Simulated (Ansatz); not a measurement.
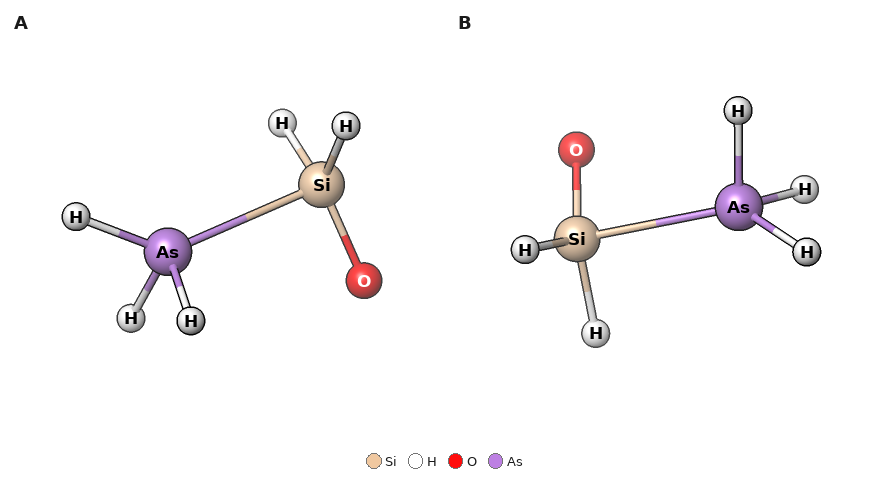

Atoms fade into the background with distance from the viewer. The computed structure is the end point of a PBE0-D4/def2-TZVP optimisation.

Question: Are A and B the same structure? If not, how do they differ?

Answer: Yes. They are the same structure, AsH5OSi, seen from two directions. With point group Cs it is achiral, so its mirror image would be the same too.
